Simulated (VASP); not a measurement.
Band structure of FeIr₃ (space group Pm-3m). These are PBEsol GGA, VASP's PBE PAW potentials (set 64) (plane waves; VASP) values and carry that method's errors.

The run has a spin-polarised start. Unless said otherwise, spin-orbit coupling is left out, though it shifts the bands of the heavy elements here.

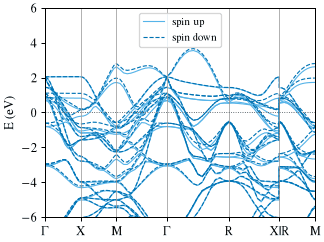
Figure: Bands along high-symmetry lines, zero at the valence-band maximum or, without a gap, the Fermi level

Problem. Read the plot: is there a gap, and where are the band edges?

Solution. It has no gap at this level: it comes out as a metal or semimetal. (Edges off the drawn lines would not show.)

The structure comes from a computed database's FeIr3 entry (Pm-3m); how it stands against other phases isn't given here. It was relaxed first, which changed the volume by -5 %.
